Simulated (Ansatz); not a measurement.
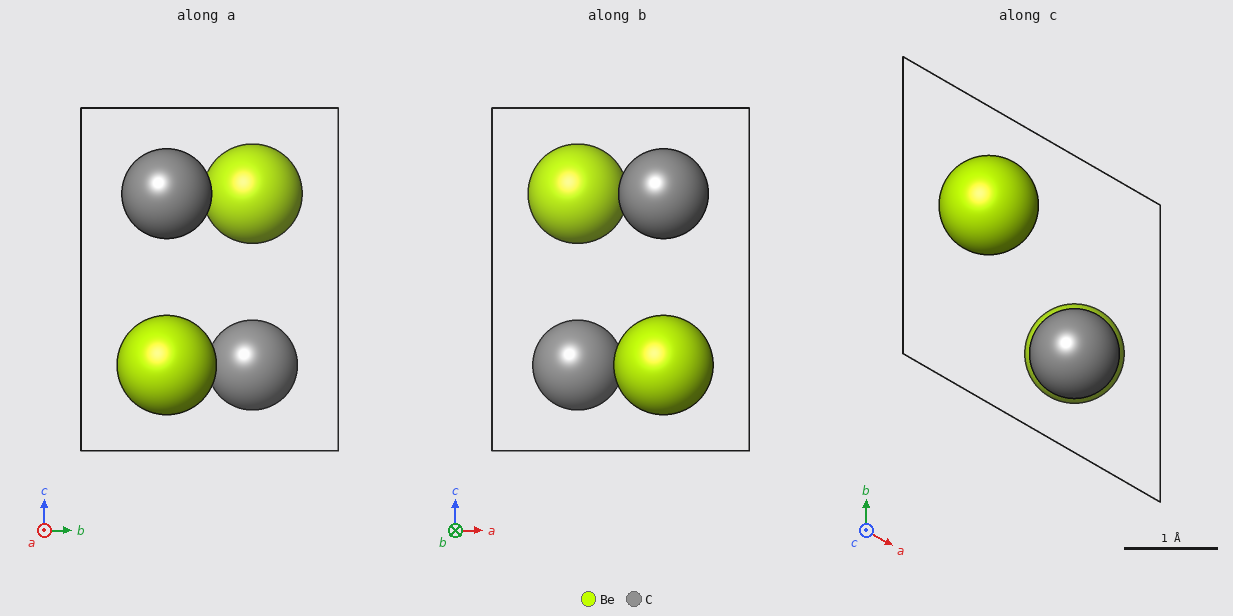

Spheres-only representation of a periodic structure, projected along the a axis, along the b axis and along the c axis. Lines trace the edges of the conventional unit cell.

Lattice parameters: a = 3.1947 Å, b = 3.1947 Å, c = 3.6876 Å, α = 90.000°, β = 90.000°, γ = 120.000°.

Set out the cell and atoms as a CIF in P1 with every atom of the cell.

Answer.
```cif
data_structure
_symmetry_space_group_name_H-M 'P 1'
_symmetry_Int_Tables_number 1
_cell_length_a 3.1947
_cell_length_b 3.1947
_cell_length_c 3.6876
_cell_angle_alpha 90.000
_cell_angle_beta 90.000
_cell_angle_gamma 120.000
_cell_volume 32.59
loop_
_atom_site_label
_atom_site_type_symbol
_atom_site_fract_x
_atom_site_fract_y
_atom_site_fract_z
_atom_site_occupancy
Be1 Be 0.3333 0.6667 0.7500 1
Be2 Be 0.6667 0.3333 0.2500 1
C1 C 0.3333 0.6667 0.2500 1
C2 C 0.6667 0.3333 0.7500 1
```

Origin of the cell: a structure type filled with these elements by a generator (whether the compound takes this form wasn't checked). Atoms and cell were optimised with Ansatz, DFT PBE, scalar-relativistic, plane waves, PAW.
